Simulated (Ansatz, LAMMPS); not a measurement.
# Which site? a vacancy of Zn in glassy 54SiO2-18MgO-26ZnO-3NiO (mol %) (99 atoms)

At which site of glassy 54SiO2-18MgO-26ZnO-3NiO (mol %) (99 atoms) does a vacancy of Zn cost least, and what about the site decides it?

Program: Ansatz 0.2.0. Level of theory: Kohn-Sham DFT, PBE, PAW (set soft_2), plane waves. Results are calculated unless marked as measured.

## 1. The starting structure

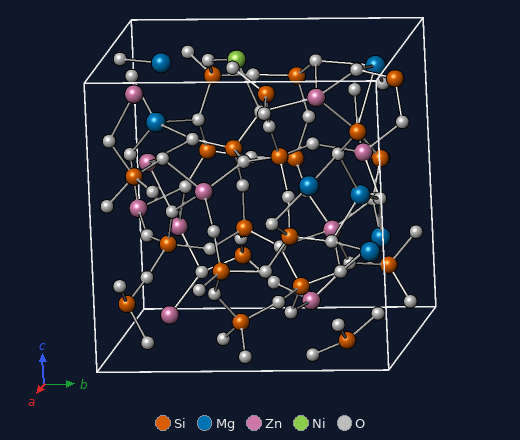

The cell as given, slightly off an axis (silicon orange, magnesium blue, zinc pink, nickel green, oxygen light grey). Some periodic images of atoms are drawn too.

The cell holds 99 atoms: 21 Si, 7 Mg, 10 Zn, 1 Ni and 60 O. Its edges and angles: a = 10.869 Å, b = 10.869 Å, c = 10.869 Å, α = 90.0°, β = 90.0°, γ = 90.0°. 99 atoms (21 Si, 7 Mg, 10 Zn, 1 Ni, 60 O) placed at random at 2.94 g/cm³, melted at 4000 K for 10 ps at fixed volume with the Morse and Coulomb pair potential with partial charges (Pedone, Malavasi, Menziani, Cormack and Segre, J. Phys. Chem. B 110, 11780 (2006)). Quenched from 4000 K to 300 K at 10 K/ps and fixed volume, held 10 ps at zero pressure.

What the set-up can't give: The quench rate of 10 K/ps is orders of magnitude faster than experiment, which tends to freeze in extra defects. The network of bonds at the start is that of the classical potential that made the cell, and needn't be the one that DFT or experiment would give. Without a Hubbard term or exact exchange, open shells on Ni are likely too delocalised. Sampling is at Γ alone, for a cell whose shortest periodic width is 11 Å.

## 2. Single point at the start

A single point comes first, to see the forces before anything moves.

File input.yaml:

```yaml
crystal:
  lattice:
    - [10.86875, 0.0, 0.0]
    - [0.0, 10.86875, 0.0]
    - [0.0, 0.0, 10.86875]
  atoms:
    - { symbol: Si, position: [0.82186, 0.83144, 0.06526] }
    - { symbol: Si, position: [0.63709, 0.59623, 0.66276] }
    - { symbol: Si, position: [0.5171, 0.18066, 0.3369] }
    - { symbol: Si, position: [0.14744, 0.29547, 0.83833] }
    - { symbol: Si, position: [0.09428, 0.86106, 0.16682] }
    - { symbol: Si, position: [0.42832, 0.40465, 0.64595] }
    - { symbol: Si, position: [0.80254, 0.58825, 0.91516] }
    - { symbol: Si, position: [0.08422, 0.57307, 0.82121] }
    - { symbol: Si, position: [0.08639, 0.25629, 0.566] }
    - { symbol: Si, position: [0.45885, 0.61982, 0.17466] }
    - { symbol: Si, position: [0.08774, 0.55634, 0.53605] }
    - { symbol: Si, position: [0.35155, 0.41632, 0.35375] }
    - { symbol: Si, position: [0.89503, 0.91153, 0.80158] }
    - { symbol: Si, position: [0.82263, 0.65062, 0.42601] }
    - { symbol: Si, position: [0.83895, 0.129, 0.64101] }
    - { symbol: Si, position: [0.74036, 0.06913, 0.17915] }
    - { symbol: Si, position: [0.83684, 0.41255, 0.31032] }
    - { symbol: Si, position: [0.10332, 0.36467, 0.2055] }
    - { symbol: Si, position: [0.21294, 0.86915, 0.56093] }
    - { symbol: Si, position: [0.66546, 0.44348, 0.09737] }
    - { symbol: Si, position: [0.42769, 0.96806, 0.88329] }
    - { symbol: Mg, position: [0.30582, 0.1212, 0.71226] }
    - { symbol: Mg, position: [0.58552, 0.19635, 0.97827] }
    - { symbol: Mg, position: [0.19148, 0.8624, 0.87749] }
    - { symbol: Mg, position: [0.92923, 0.94169, 0.395] }
    - { symbol: Mg, position: [0.71914, 0.88056, 0.54595] }
    - { symbol: Mg, position: [0.45784, 0.89992, 0.34216] }
    - { symbol: Mg, position: [0.96823, 0.74928, 0.63242] }
    - { symbol: Zn, position: [0.36014, 0.68383, 0.80537] }
    - { symbol: Zn, position: [0.47257, 0.85572, 0.63897] }
    - { symbol: Zn, position: [0.20472, 0.60937, 0.06942] }
    - { symbol: Zn, position: [0.55717, 0.13042, 0.62814] }
    - { symbol: Zn, position: [0.18542, 0.11908, 0.01892] }
    - { symbol: Zn, position: [0.889, 0.14962, 0.93687] }
    - { symbol: Zn, position: [0.68654, 0.33978, 0.55361] }
    - { symbol: Zn, position: [0.23665, 0.03625, 0.39962] }
    - { symbol: Zn, position: [0.02765, 0.13605, 0.2907] }
    - { symbol: Zn, position: [0.289, 0.7065, 0.33328] }
    - { symbol: Ni, position: [0.40213, 0.4235, 0.94807], spin: 2.0 }
    - { symbol: O, position: [0.82604, 0.56348, 0.30604] }
    - { symbol: O, position: [0.61783, 0.12038, 0.24327] }
    - { symbol: O, position: [0.75705, 0.13696, 0.04795] }
    - { symbol: O, position: [0.17572, 0.74095, 0.19208] }
    - { symbol: O, position: [0.4328, 0.2658, 0.68034] }
    - { symbol: O, position: [0.06797, 0.85439, 0.53077] }
    - { symbol: O, position: [0.72194, 0.5799, 0.78497] }
    - { symbol: O, position: [0.55108, 0.9188, 0.49524] }
    - { symbol: O, position: [0.18192, 0.60442, 0.44376] }
    - { symbol: O, position: [0.37398, 0.42076, 0.50607] }
    - { symbol: O, position: [0.86856, 0.90279, 0.94271] }
    - { symbol: O, position: [0.13552, 0.93669, 0.04845] }
    - { symbol: O, position: [0.7748, 0.47228, 0.00055] }
    - { symbol: O, position: [0.11117, 0.17922, 0.44639] }
    - { symbol: O, position: [0.38021, 0.56782, 0.06771] }
    - { symbol: O, position: [0.44438, 0.75523, 0.221] }
    - { symbol: O, position: [0.95036, 0.6134, 0.49715] }
    - { symbol: O, position: [0.94521, 0.60288, 0.87788] }
    - { symbol: O, position: [0.26712, 0.3031, 0.91698] }
    - { symbol: O, position: [0.10833, 0.46772, 0.11261] }
    - { symbol: O, position: [0.08526, 0.6082, 0.67928] }
    - { symbol: O, position: [0.7161, 0.20877, 0.67559] }
    - { symbol: O, position: [0.22477, 0.38103, 0.29065] }
    - { symbol: O, position: [0.73534, 0.92625, 0.13813] }
    - { symbol: O, position: [0.58709, 0.21112, 0.46373] }
    - { symbol: O, position: [0.40251, 0.54427, 0.29978] }
    - { symbol: O, position: [0.97305, 0.35838, 0.27596] }
    - { symbol: O, position: [0.03492, 0.85809, 0.7819] }
    - { symbol: O, position: [0.86475, 0.06808, 0.2674] }
    - { symbol: O, position: [0.09904, 0.96042, 0.28099] }
    - { symbol: O, position: [0.82571, 0.02992, 0.53597] }
    - { symbol: O, position: [0.72154, 0.63481, 0.54044] }
    - { symbol: O, position: [0.38169, 0.49415, 0.7621] }
    - { symbol: O, position: [0.40208, 0.09061, 0.34188] }
    - { symbol: O, position: [0.73318, 0.36897, 0.21012] }
    - { symbol: O, position: [0.77565, 0.70356, 0.00628] }
    - { symbol: O, position: [0.56767, 0.36418, 0.01806] }
    - { symbol: O, position: [0.48011, 0.99494, 0.74407] }
    - { symbol: O, position: [0.81361, 0.82715, 0.70844] }
    [... 15 atom lines left out ...]
    - { symbol: O, position: [0.09304, 0.42481, 0.82765] }
    - { symbol: O, position: [0.39082, 0.83122, 0.90692] }
    - { symbol: O, position: [0.29045, 0.84992, 0.43682] }
    - { symbol: O, position: [0.08522, 0.40427, 0.54075] }
    - { symbol: O, position: [0.50914, 0.04256, 0.97616] }
    - { symbol: O, position: [0.28489, 0.80474, 0.6739] }
magnetization:
  spin_polarized: true
kpoints:
  mp_grid: { grid: [1, 1, 1] }
hamiltonian:
  xc: pbe
scf:
  occupations: { method: gaussian, width: 0.025 }
  lower_state_search: "off"
output:
  forces: true
```

Launch:

```
ansatz run input.yaml --threads 8 --pin off --max-ram 15872MiB --backend cpu --events-out ev --progress --plain --runs-dir out
```

Numbers of over 12 decimals in the logs are rounded to 6 here.

The log of the run:

```text
Engine: ansatz 0.2.0, aarch64-unknown-linux-gnu
Pseudopotentials: kind: paw
Pseudopotential: Si, paw, valence charge 4, recommended cutoff 420 eV (normal), Si.paw.azcp
Pseudopotential: Mg, paw, valence charge 10, recommended cutoff 420 eV (normal), Mg.paw.azcp
Pseudopotential: Zn, paw, valence charge 12, recommended cutoff 420 eV (normal), Zn.paw.azcp
Pseudopotential: Ni, paw, valence charge 18, recommended cutoff 420 eV (normal), Ni.paw.azcp
Pseudopotential: O, paw, valence charge 6, recommended cutoff 420 eV (normal), O.paw.azcp
[... 5 lines on functional and potentials left out ...]
Crystal: 99 atoms, lattice volume = 1283.922 Å³
Basis set: ecut = 420 eV, 25173 PW (Γ), exchange–correlation on 150×150×150 points (8 copies of the dense FFT grid, shifted against one another)
Bands: 426, of which v1, the nominal top of the filled ones, is band 326 counted from 1 (325 counted from 0)
Symmetry: 1 space group operations
Space group: P1 (ITA 1), of the structure as read, at distance tolerance 1.1e-4 Å
Magnetic group: BNS 1.1 (UNI 1), of the structure as read, at distance tolerance 1.1e-4 Å
k-points: 1
[... 11 lines on functional and potentials left out ...]
Initial density: superposition of atomic densities (chi_scale 0.1, normalization cell, long waves 68 % of neutral atoms (reshape's long-wave potential 1.68 eV rms, cloud 2.07 Å wide))
Starting moments: Σ|m| = 2 μB on 1 of 99 sites
Initial wavefunctions: pseudopotential atomic-orbital guess
Functional: x = pbe(κ = 0.804, μ = 0.219515), c = pbe(β = 0.066725)
SCF iter   1: F=—  HF=-100029.723576 eV  |F-HF|=—  |Δ(HF+E_count)|=         —  Δρ=8.67e-2 (↑5.70e-2 ↓8.67e-2)  dr2=2.21e2  dr2_m=7.75e0  M=0.009 μB ∫|m|=0.119 μB  β_m=0.30  ethr=3.10e-3  ⟨swp⟩=7.0  Hψ=3654  notcnv=0  defer=41
preconditioner: auto → Resta (q_TF=auto, 2.437 Å⁻¹)  ε∞=3.4  [insulator: Δε(μ)=0.055 eV  Ē_g=16.249 eV  σ=0.025 eV  W_gap=0.88  n_scr=304 (ndim 8)  ℏωp=25.1 eV  f_vac=0.081  D(μ)=26.24/eV (n_scr^D=170)  ε∞_Penn≈3.4]
spin=Collinear: Resta preconditioning applied to the charge; magnetization (m = ρ↑ − ρ↓) channel mixes plain (no charge-response kernel on spin).
SCF iter   2: F=—  HF=-99986.296286 eV  |F-HF|=—  |Δ(HF+E_count)|=    4.34e1  Δρ=3.69e-2 (↑3.42e-2 ↓3.69e-2)  dr2=5.23e1  dr2_m=6.93e-1  M=2.000 μB ∫|m|=2.132 μB  β_m=0.30  ethr=3.10e-3  ⟨swp⟩=4.0  Hψ=1678  notcnv=0  defer=182
SCF iter   3: F=—  HF=-99976.522759 eV  |F-HF|=—  |Δ(HF+E_count)|=    9.77e0  Δρ=2.41e-2 (↑1.96e-2 ↓2.41e-2)  dr2=2.05e1  dr2_m=6.53e-1  M=2.000 μB ∫|m|=2.061 μB  β_m=0.30  ethr=3.10e-3  ⟨swp⟩=3.0  Hψ=1652  notcnv=0  defer=184
SCF iter   4: F=—  HF=-99972.248432 eV  |F-HF|=—  |Δ(HF+E_count)|=    4.27e0  Δρ=1.21e-2 (↑1.16e-2 ↓1.21e-2)  dr2=4.16e0  dr2_m=2.02e-1  M=2.000 μB ∫|m|=2.089 μB  β_m=0.30  ethr=3.10e-3  ⟨swp⟩=3.0  Hψ=1620  notcnv=0  defer=190
SCF iter   5: F=—  HF=-99971.795118 eV  |F-HF|=—  |Δ(HF+E_count)|=   4.53e-1  Δρ=6.51e-3 (↑6.02e-3 ↓6.51e-3)  dr2=1.09e0  dr2_m=1.42e-1  M=2.000 μB ∫|m|=2.087 μB  β_m=0.30  ethr=6.38e-4  ⟨swp⟩=2.0  Hψ=1014  notcnv=0  defer=190
Mixer restart at iter 5: flushing history
spin-set hold released at iteration 5 (the charge has settled, or the pull on large starting moments outlasts its swing): the magnetisation degrees of freedom join the quasi-Newton model from the next iteration; the mixer history was flushed
SCF iter   6: F=—  HF=-99971.860509 eV  |F-HF|=—  |Δ(HF+E_count)|=   6.54e-2  Δρ=4.55e-3 (↑4.38e-3 ↓4.55e-3)  dr2=6.69e-1  dr2_m=6.97e-2  M=2.000 μB ∫|m|=2.089 μB  β_m=0.65  ethr=1.67e-4  ⟨swp⟩=2.0  Hψ=672  notcnv=0  defer=190
SCF iter   7: F=—  HF=-99972.091681 eV  |F-HF|=—  |Δ(HF+E_count)|=   2.31e-1  Δρ=4.82e-3 (↑1.83e-3 ↓4.82e-3)  dr2=3.76e-1  dr2_m=3.56e-2  M=2.000 μB ∫|m|=2.090 μB  β_m=0.56  ethr=1.03e-4  ⟨swp⟩=3.5  Hψ=1335  notcnv=0  defer=190
SCF iter   8: F=—  HF=-99972.072018 eV  |F-HF|=—  |Δ(HF+E_count)|=   1.97e-2  Δρ=2.55e-3 (↑9.03e-4 ↓2.55e-3)  dr2=1.03e-1  dr2_m=1.08e-2  M=2.000 μB ∫|m|=2.105 μB  β_m=0.51  ethr=5.76e-5  ⟨swp⟩=2.5  Hψ=1644  notcnv=0  defer=190
SCF iter   9: F=—  HF=-99972.067024 eV  |F-HF|=—  |Δ(HF+E_count)|=   4.99e-3  Δρ=8.28e-4 (↑2.84e-4 ↓8.28e-4)  dr2=8.32e-3  dr2_m=2.18e-3  M=2.000 μB ∫|m|=2.102 μB  β_m=0.67  ethr=1.57e-5  ⟨swp⟩=2.5  Hψ=1325  notcnv=0  defer=190
[...]
SCF iter  12: F=—  HF=-99972.074005 eV  |F-HF|=—  |Δ(HF+E_count)|=   1.39e-4  Δρ=3.93e-5 (↑2.15e-5 ↓3.93e-5)  dr2=2.97e-5  dr2_m=2.92e-6  M=2.000 μB ∫|m|=2.101 μB  β_m=0.69  ethr=4.16e-8  ⟨swp⟩=2.0  Hψ=1312  notcnv=0  defer=190
SCF iter  13: F=—  HF=-99972.072105 eV  |F-HF|=—  |Δ(HF+E_count)|=   1.90e-3  Δρ=2.40e-5 (↑1.21e-5 ↓2.40e-5)  dr2=8.42e-6  dr2_m=1.20e-6  M=2.000 μB ∫|m|=2.101 μB  β_m=0.73  ethr=4.56e-9  ⟨swp⟩=2.0  Hψ=1310  notcnv=0  defer=190
SCF iter  14: F=—  HF=-99972.072113 eV  |F-HF|=—  |Δ(HF+E_count)|=   7.26e-6  Δρ=1.89e-5 (↑7.64e-6 ↓1.89e-5)  dr2=3.04e-6  dr2_m=8.45e-7  M=2.000 μB ∫|m|=2.101 μB  β_m=0.86  ethr=1.29e-9  ⟨swp⟩=2.0  Hψ=1314  notcnv=0  defer=190
SCF iter  15: F=—  HF=-99972.072117 eV  |F-HF|=—  |Δ(HF+E_count)|=   4.40e-6  Δρ=1.46e-5 (↑7.65e-6 ↓1.46e-5)  dr2=2.46e-6  dr2_m=4.39e-7  M=2.000 μB ∫|m|=2.101 μB  β_m=0.84  ethr=4.67e-10  ⟨swp⟩=2.0  Hψ=1314  notcnv=0  defer=190
SCF iter  16: F=—  HF=-99972.072118 eV  |F-HF|=—  |Δ(HF+E_count)|=   9.45e-7  Δρ=1.11e-5 (↑4.23e-6 ↓1.11e-5)  dr2=1.04e-6  dr2_m=2.87e-7  M=2.000 μB ∫|m|=2.101 μB  β_m=0.92  ethr=3.77e-10  ⟨swp⟩=2.0  Hψ=1314  notcnv=0  defer=190
SCF iter  17: F=—  HF=-99972.072119 eV  |F-HF|=—  |Δ(HF+E_count)|=   1.09e-6  Δρ=1.10e-5 (↑3.44e-6 ↓1.10e-5)  dr2=1.16e-6  dr2_m=2.59e-7  M=2.000 μB ∫|m|=2.101 μB  β_m=0.96  ethr=1.60e-10  ⟨swp⟩=2.5  Hψ=1314  notcnv=0  defer=190
SCF iter  18: F=—  HF=-99972.072121 eV  |F-HF|=—  |Δ(HF+E_count)|=   1.32e-6  Δρ=7.05e-6 (↑4.46e-6 ↓7.05e-6)  dr2=7.56e-7  dr2_m=8.48e-8  M=2.000 μB ∫|m|=2.101 μB  β_m=0.83  ethr=1.60e-10  ⟨swp⟩=2.0  Hψ=1314  notcnv=0  defer=190
SCF iter  19: F=—  HF=-99972.072121 eV  |F-HF|=—  |Δ(HF+E_count)|=   5.33e-7  Δρ=3.86e-6 (↑1.93e-6 ↓3.86e-6)  dr2=1.61e-7  dr2_m=3.20e-8  M=2.000 μB ∫|m|=2.101 μB  β_m=0.81  ethr=1.16e-10  ⟨swp⟩=2.0  Hψ=1314  notcnv=0  defer=190
SCF iter  20: F=—  HF=-99972.072121 eV  |F-HF|=—  |Δ(HF+E_count)|=   1.21e-7  Δρ=3.05e-6 (↑1.49e-6 ↓3.05e-6)  dr2=1.27e-7  dr2_m=1.69e-8  M=2.000 μB ∫|m|=2.101 μB  β_m=0.83  ethr=1.53e-11  ⟨swp⟩=4.0  Hψ=2801  notcnv=0
SCF iter  21: F=-99972.072121 eV  HF=-99972.072121 eV  |F-HF|=2.88e-8  |Δ(HF+E_count)|=   3.72e-8  Δρ=1.78e-6 (↑9.11e-7 ↓1.78e-6)  dr2=3.64e-8  dr2_m=6.36e-9  M=2.000 μB ∫|m|=2.101 μB  ethr=1.53e-11  ⟨swp⟩=2.0  Hψ=2555  notcnv=0
SCF 1 converged in 21 iterations: F = -99972.072121 eV  dr2 = 3.64e-8
  greatest PAW one-centre occupation: 1.002 electrons in one spin orbital (limit 2), on the Ni atom at site 38 (counted from 0), in its partial waves of l = 1
SCF converged after 21 iterations
Magnetization: 2.0000 μB (327.0000 up, 325.0000 down)
Absolute magnetization: 2.0996 μB (∫|ρ↑−ρ↓|, with the PAW one-centre terms)
Spin contamination: 0.0027 ħ² per cell (⟨S²⟩ above its minimum at these occupations)
Per-site moments (μB) at R_I (Å): [(2.1373756571507767e-6, 0.661727), (1.2884176662708919e-5, 0.637182), (3.7371704841028897e-7, 0.655298), (0.000720937, 0.630901), (2.549038480648921e-5, 0.655164), [...]
Free energy (F): -99972.072121 eV
Harris-Foulkes:  -99972.072121 eV  (|F-HF|=2.88e-8)
Internal energy: -99972.072121 eV  (E = F + TS)
E sigma→0 (E₀):  -99972.072121 eV
Fermi energy:    4.709022 eV
--- Per-component energies (eV) ---
  E_band       = -4507.497469
  E_kinetic    = 13753.582420
  E_local      = -70990.419428  (includes V_loc(G=0)·N_el)
  E_nonlocal   = 10913.344556
  E_hartree    = 28209.115783
  E_xc         = -7275.201849
  E_vxc        = -7562.382511  (∫ρ·V_xc dr)
  E_paw        = -42317.918246  (= ΣΔE_a)
  E_vpaw       = -7040.007441  (= ΣTr[D̂ρ^β])
  E_aug_tail   = 0.149405  (compensation charges beyond the density's cutoff)
  E_ewald      = -32264.724761
  E_smearing   = -0.000000  (= −TS)
  E_closure    = -0.000000  (closes the sum)
  Σ components = -99972.072121   (vs F -99972.072121, Δ=0.00e0)
--- Forces (eV/Å), atoms counted from 1 ---
  atom   1  Si     2.67277835     0.46246010     0.21768179
  atom   2  Si     2.15206332     0.70708576    -0.42440656
  atom   3  Si    -0.11054449     1.15911911     1.13229590
  atom   4  Si    -1.36854837    -2.59637379    -0.78622976
  atom   5  Si     0.53597722     0.98361672     0.22296939
  atom   6  Si     0.32689453     2.92528526    -0.31832984
  atom   7  Si     0.01301022     0.91285811    -1.56159220
  atom   8  Si    -1.75886851    -0.74286054     2.01366776
  atom   9  Si    -0.25259456     1.81010627     0.53386394
  atom  10  Si     1.25739753    -1.33050870     2.21337308
  atom  11  Si    -1.38105695    -2.51813067    -1.07569851
  atom  12  Si     2.13463078    -1.87504019     0.60189948
  atom  13  Si     1.51811683    -2.65201456    -1.87164215
  atom  14  Si     0.39332967    -1.75955183     0.77151447
[...]
atom  98  O      0.86173207     0.69032941     1.00748352
  atom  99  O      0.46859392    -1.18074676     1.22137848
  max |Σ_I F_I| component: 6.57e-5 eV/Å
```

Wall time 27 s (8 threads of Arm Neoverse V2, shared host); peak memory 3.1 GiB.

In the SCF lines HF is the Harris–Foulkes energy and dr2 the Hartree energy of the density residual, in eV; the loop may stop once dr2 is under the threshold and the program's other checks hold. Hψ counts applications of the Hamiltonian.

The r.m.s. force at the start is 1.2 eV/Å.

(Part 1 of 3 ends here.)

[Logs are printed without paths, hosts, clocks, repeated set-up lines and the standing remarks that a program may print on its own settings, such as how far it seeks lower states.]

[Hosts, paths, dates, database ids (printed as entryN), source tags and the programs' standing remarks are cut or masked in the printed files.]
